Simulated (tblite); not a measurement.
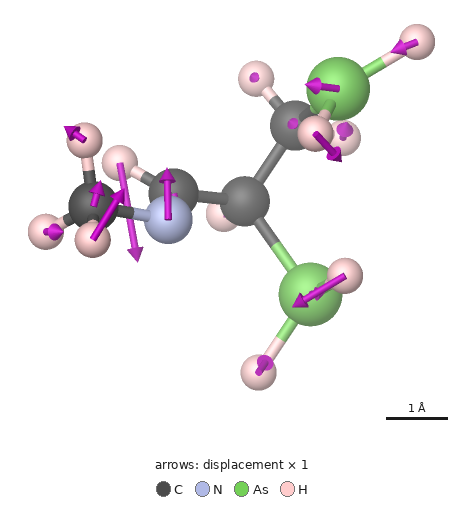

A relaxation of C₄H₁₁As₂N. The starting structure is drawn; purple arrows show the displacements, at their true length. The two geometries are superimposed by the best rigid fit.

The picture is a ball-and-stick view, seen at a tilt.

Level of theory: tblite 0.8.0, GFN2-xTB geometry optimisation, gas phase. 

Q: Atoms of which element are displaced furthest, and by how much?

A: Hydrogen: up to 1.69 Å, against 0.90 Å for nitrogen.

Q: What did the optimiser do to the structure, and how much energy did it gain?

A: The energy falls by 81.1 kcal/mol in 181 geometry steps. The largest move after the best rigid fit is that of an H atom, 1.69 Å. Largest moves by element: H 1.69 Å, N 0.90 Å, As 0.68 Å, C 0.46 Å. Among the contacts that change: As–N 3.596 → 2.669 Å, As–As 3.597 → 3.791 Å, As–C 1.907 → 1.982 Å, As–H 1.572 → 1.502 Å. Bond angles that change, for instance: H–As–H 117.8° → 88.0°, C–As–H 118.8° → 93.8°, H–As–H 113.1° → 88.6°. Groups turn about C–C by about 80°, C–N by about 50°. Cost: 1.1 s on 1 thread of Arm Neoverse V2 (shared host).
